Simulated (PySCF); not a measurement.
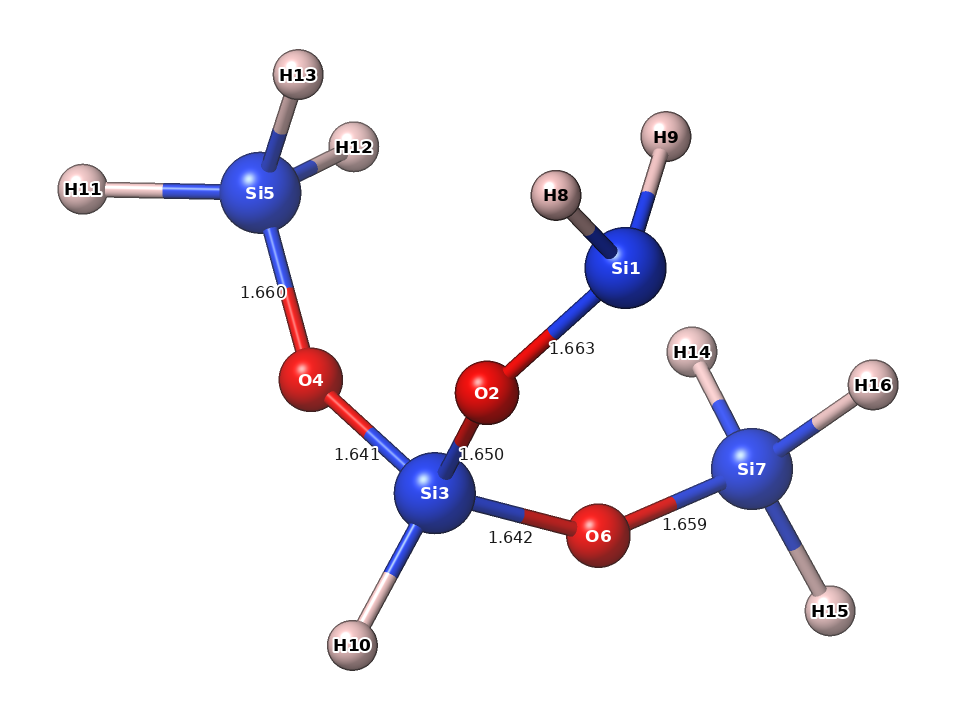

Bond lengths are marked in Å; every bond is drawn as one stick. Charge 0, doublet. Computed geometry: PBE0-D3(BJ)/def2-SVP optimisation. No frequency run is at hand to confirm it as a minimum.

Q: Assign a bond order to each marked bond.

A: Si1–O2 single; O2–Si3 single; Si3–O4 single; Si3–O6 single; O4–Si5 single; O6–Si7 single. This is one Lewis structure.

Q: Write the SMILES.

A: [SiH2]O[SiH](O[SiH3])O[SiH3]
